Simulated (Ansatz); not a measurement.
Computed γ-surface: MgO (rock salt)

MgO (rock salt) is sheared across one {100} plane: the third cell vector gains the shift, so faults repeat every 6.4 Å. The cut lies between planes 2.13 Å apart; the cell height is held.

```yaml
crystal:
  lattice:
    - [3.00785, 0.00000, 0.00000]
    - [0.00000, 3.00785, 0.00000]
    - [1.50393, 1.50393, 6.38062]
  atoms:
    - { symbol: O, position: [0.00000, 0.00000, 0.83333] }
    - { symbol: O, position: [0.33333, 0.33333, 0.16667] }
    - { symbol: O, position: [0.66667, 0.66667, 0.50000] }
    - { symbol: Mg, position: [0.50000, 0.50000, 0.83333] }
    - { symbol: Mg, position: [0.83333, 0.83333, 0.16667] }
    - { symbol: Mg, position: [0.16667, 0.16667, 0.50000] }
```

In-plane vectors a = (3.008, 0.000) Å, b = (0.000, 3.008) Å, area 9.05 Å². The shift is x·a + y·b, and the map repeats with period 1 in x and y. The shift is rigid: no atom relaxes. γ = [E(shift) − E(0)] / area.

Level of theory: PBE (plane waves to 420 eV, PAW, scalar-relativistic; Ansatz, a program for electronic structure). k mesh 9×9×9 (Γ-centred), Fermi-Dirac smearing 0.05 eV. E is the zero-smearing estimate. Compression counts positive. Faults lie only 6.4 Å apart, and holding the cell height and the atoms raises γ above its relaxed value. MgO was relaxed with its symmetry unable to fall. The zero of γ is zero shift.

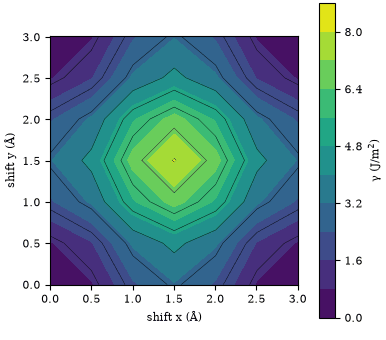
Fig. 1. γ (J/m²) over one surface cell, drawn in its true shape from a 6×6 grid (a along the lower edge).

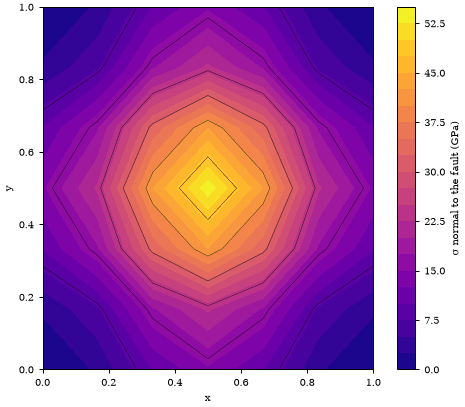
Figure: σ normal to the fault (GPa) over the 6×6 grid of computed points.

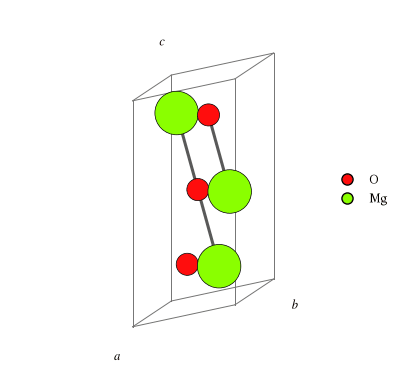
Figure. The cell of the calculation at x = 0.500, y = 0.500.

The highest γ on the easiest grid path from zero shift to a (an upper estimate of the barrier on so coarse a grid) is 3.15 J/m². Local minima besides zero shift: no grid point is one. Lowest place on the grid: x = 0.000, y = 0.000 (0 mJ/m²). Highest place on the grid: x = 0.500, y = 0.500 (8.07 J/m²).

(The slope of γ gives the shear force per area between the displaced halves; near zero shift its curvature is an elastic stiffness.)
